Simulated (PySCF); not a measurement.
# N2H3 (SMILES [NH]N): UCCSD(T)/STO-3G

What is the energy change on altering one bond length of N2H3 at UCCSD(T)/STO-3G? Input form: a Python script.

The results are computed with PySCF 2.14.0.

7 further runs of the same task are left out: 7 set aside as unsound or not needed.

## 1. Starting point

N2H3 has 5 atoms, charge 0, and is taken as a doublet. SMILES: `[NH]N`. Geometry: relaxed at PBE0-D4/def2-TZVP. This is one conformer, not always the lowest.

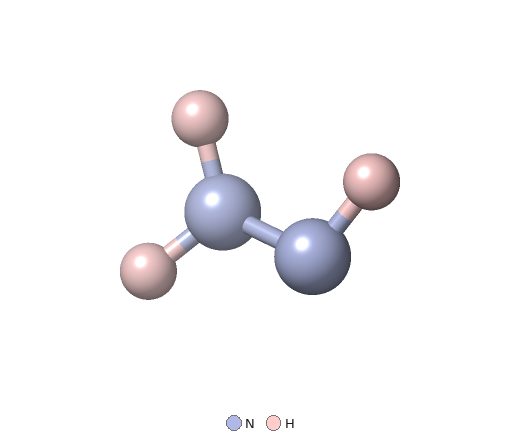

Viewed from a chosen angle; nitrogen light blue, hydrogen pink.

## 2. The energy at UCCSD(T)/STO-3G

File input.xyz:

```xyz
5

N     -0.187600    -0.818050     0.454040
N     -0.128660     0.235610    -0.368450
H      0.759840    -0.951450     0.811270
H     -1.030950     0.592300    -0.640030
H      0.587360     0.941580    -0.256830
```

File calc.py:

```python
# hydrazinyl radical
from pyscf import gto, scf, cc

system = gto.Mole()
system.atom = 'input.xyz'
system.basis = 'sto-3g'
system.max_memory = 1860
system.spin = 1
system.verbose = 4
system.build()

mf = scf.UHF(system)
mf.conv_tol = 1e-10
mf.kernel()
if not mf.converged:
    mf = mf.newton().run(mf.mo_coeff, mf.mo_occ)

mycc = cc.CCSD(mf, frozen=2)
mycc.kernel()
e_t = mycc.ccsd_t()
e_final = mycc.e_tot + e_t
print('E = %.10f Eh' % e_final)
```

The run is started by

```console
$ OMP_NUM_THREADS=1 python calc.py
```

Output:

```text
PySCF version 2.14.0

[INPUT] num. atoms = 5
[INPUT] num. electrons = 17
[INPUT] charge = 0
[INPUT] spin (= nelec alpha-beta = 2S) = 1
[INPUT] symmetry False subgroup None
[INPUT] Mole.unit = angstrom
[INPUT] Symbol           X                Y                Z      unit          X                Y                Z       unit  Magmom
[INPUT]  1 N     -0.187600000000  -0.818050000000   0.454040000000 AA   -0.354512620968  -1.545890456200   0.858011249598 Bohr   0.0
[INPUT]  2 N     -0.128660000000   0.235610000000  -0.368450000000 AA   -0.243132163187   0.445238372209  -0.696269590596 Bohr   0.0
[INPUT]  3 H      0.759840000000  -0.951450000000   0.811270000000 AA    1.435889498490  -1.797979921217   1.533078113076 Bohr   0.0
[INPUT]  4 H     -1.030950000000   0.592300000000  -0.640030000000 AA   -1.948213148120   1.119284783580  -1.209481411505 Bohr   0.0
[INPUT]  5 H      0.587360000000   0.941580000000  -0.256830000000 AA    1.109949536525   1.779328324368  -0.485338360572 Bohr   0.0

nuclear repulsion = 36.7279947010529
number of shells = 9
number of NR pGTOs = 39
number of NR cGTOs = 13
basis = sto-3g
ecp = {}

[... 73 lines left out ...]
converged SCF energy = -109.144474835264  <S^2> = 0.7552556  2S+1 = 2.0052487
[... 1 line left out ...]
******** <class 'pyscf.cc.uccsd.UCCSD'> ********
CC2 = 0
CCSD nocc = (np.int64(7), np.int64(6)), nmo = (11, 11)
frozen orbitals 2
max_cycle = 50
direct = 0
conv_tol = 1e-07
conv_tol_normt = 1e-06
diis_space = 6
diis_start_cycle = 0
diis_start_energy_diff = 1e+09
Init t2, MP2 energy = -0.0765240717371427
Init E_corr(UCCSD) = -0.0765240717376373
cycle = 1  E_corr(UCCSD) = -0.0938218986056308  dE = -0.0172978269  norm(t1,t2) = 0.0567179
cycle = 2  E_corr(UCCSD) = -0.0996658456792201  dE = -0.00584394707  norm(t1,t2) = 0.0275396
cycle = 3  E_corr(UCCSD) = -0.104576994798338  dE = -0.00491114912  norm(t1,t2) = 0.0160302
cycle = 4  E_corr(UCCSD) = -0.104371310396037  dE = 0.000205684402  norm(t1,t2) = 0.00452383
cycle = 5  E_corr(UCCSD) = -0.10435566475752  dE = 1.56456385e-05  norm(t1,t2) = 0.000982286
cycle = 6  E_corr(UCCSD) = -0.104356454332271  dE = -7.89574751e-07  norm(t1,t2) = 0.000437062
cycle = 7  E_corr(UCCSD) = -0.104349953559688  dE = 6.50077258e-06  norm(t1,t2) = 0.000212598
cycle = 8  E_corr(UCCSD) = -0.104352798975793  dE = -2.8454161e-06  norm(t1,t2) = 8.70389e-05
cycle = 9  E_corr(UCCSD) = -0.104354651192883  dE = -1.85221709e-06  norm(t1,t2) = 4.33578e-05
cycle = 10  E_corr(UCCSD) = -0.104354038851048  dE = 6.12341836e-07  norm(t1,t2) = 1.34359e-05
cycle = 11  E_corr(UCCSD) = -0.104353620536007  dE = 4.18315041e-07  norm(t1,t2) = 5.66804e-06
cycle = 12  E_corr(UCCSD) = -0.10435365960613  dE = -3.90701236e-08  norm(t1,t2) = 2.30512e-06
cycle = 13  E_corr(UCCSD) = -0.104353757052503  dE = -9.74463724e-08  norm(t1,t2) = 1.02784e-06
cycle = 14  E_corr(UCCSD) = -0.104353778653633  dE = -2.16011302e-08  norm(t1,t2) = 2.7517e-07
UCCSD converged
E(UCCSD) = -109.2488286139171  E_corr = -0.1043537786536328
UCCSD(T) correction = -0.000924654112965795
E = -109.2497532680 Eh
```

It took 0.84 s on 1 thread of Arm Neoverse V1, shared host; peak memory 0.1 GiB.

## 3. The distorted shape

File job.py:

```python
from pyscf import gto, scf, cc

mol = gto.M(
    atom=[
    ('N', (-0.007171, -0.889377, 0.508347)),
    ('N', (0.051769, 0.164283, -0.314143)),
    ('H', (0.940269, -1.022777, 0.865577)),
    ('H', (-1.030950, 0.592300, -0.640030)),
    ('H', (0.767789, 0.870253, -0.202523)),
],
    basis='sto-3g',
    spin=1,
    verbose=3,
    max_memory=1860,
)

mf = scf.UHF(mol)
mf.conv_tol = 1e-10
mf.kernel()
if not mf.converged:
    mf = mf.newton().run(mf.mo_coeff, mf.mo_occ)

mycc = cc.CCSD(mf, frozen=2)
mycc.kernel()
e_t = mycc.ccsd_t()
e_tot = mycc.e_tot + e_t
print('Final energy', e_tot)
```

The run is started by

```console
$ OMP_NUM_THREADS=1 python job.py
```

Output:

```text
converged SCF energy = -109.117291088733  <S^2> = 0.7556073  2S+1 = 2.0055995
E(UCCSD) = -109.2331687192395  E_corr = -0.1158776305064014
UCCSD(T) correction = -0.00110839759545784
Final energy -109.23427711683497
```

It took 0.8 s on 1 thread of Arm Neoverse V1, shared host; peak memory 0.1 GiB.

## 4. Outcome

At UCCSD(T)/STO-3G, 2 core orbitals frozen:

```
                                                                   quantity          value
                                                  first shape: total energy  -109.24975 Eh
                          first shape: dipole moment (Hartree–Fock density)         2.16 D
    first shape: HOMO energy (Hartree–Fock orbitals) (highest over α and β)       -7.60 eV
     first shape: LUMO energy (Hartree–Fock orbitals) (lowest over α and β)        9.50 eV
                   first shape: correlation energy (2 core orbitals frozen)     -105.3 mEh
                                                first shape: (T) correction      -0.92 mEh
                             first shape: ⟨S²⟩ of the reference determinant          0.755
                                                 first shape: T1 diagnostic          0.018
                                              distorted shape: total energy  -109.23428 Eh
                      distorted shape: dipole moment (Hartree–Fock density)         2.17 D
distorted shape: HOMO energy (Hartree–Fock orbitals) (highest over α and β)       -7.42 eV
 distorted shape: LUMO energy (Hartree–Fock orbitals) (lowest over α and β)        9.43 eV
               distorted shape: correlation energy (2 core orbitals frozen)     -117.0 mEh
                                            distorted shape: (T) correction      -1.11 mEh
                         distorted shape: ⟨S²⟩ of the reference determinant          0.756
                                             distorted shape: T1 diagnostic          0.020
          energy change with the N2–H4 bond stretched from 1.008 to 1.209 Å       0.421 eV
```

What this shows: With the N2–H4 bond stretched from 1.008 to 1.209 Å the energy rises by 0.42 eV (40.6 kJ/mol). The first shape isn't relaxed at this level, so the change isn't measured from a minimum. The minimal basis adds a large error of its own. The triples (first shape) make up 0.9 % of the correlation energy. Mulliken charges (distorted shape) of the mean-field density run from -0.30 on N2 to +0.18 on H5; they depend strongly on the basis. The triples (distorted shape) make up 0.9 % of the correlation energy.
